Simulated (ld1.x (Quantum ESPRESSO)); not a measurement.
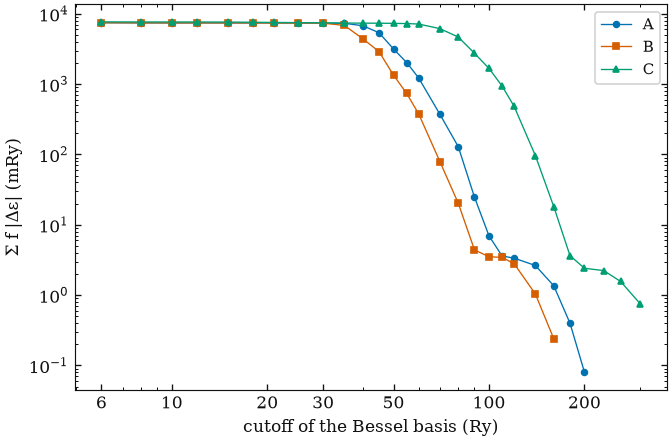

The occupation-weighted error of the valence levels in a spherical-Bessel basis for 3 variants of one potential.

Base settings:

Input of ld1.x (Quantum ESPRESSO) 7.5:

```
 &input
   title='Ni', zed=28., rel=1, dft='PBE', iswitch=3,
   config='[Ar] 3d8 4s1.5 4p0',
   nld=3, rlderiv=2.70, eminld=-3.0, emaxld=5.0, deld=0.02
 /
 &inputp
   pseudotype=2, tm=.true., lloc=-2, rcloc=2.40,
   nlcc=.false.,
   file_pseudopw='Ni.UPF', file_wfcaegen='ae.wfc', file_wfcncgen='nc.wfc', file_beta='beta', file_chi='chi'
 /
3
4S  1  0   1.50   0.00  1.60  1.60  0.0
4P  2  1   0.00   0.00  2.50  2.50  0.0
3D  3  2   8.00   0.00  1.35  1.35  0.0
 &test
   configts(1)='3d8 4s1.5 4p0'
 /
```

Launched with:
```bash
ld1.x < Ni.in > Ni.out
```

Functional and relativity: PBE, scalar-relativistic.

> The variants differ in the scale factor on all radii: 0.86, 1.23, 1.38. Which curve belongs to which value?

A: 1.23; B: 1.38; C: 0.86.

Of the 4 potentials behind this page, the base run counted, 1 is unsound (ghost states, missed reference levels or an overlap that isn't positive definite).
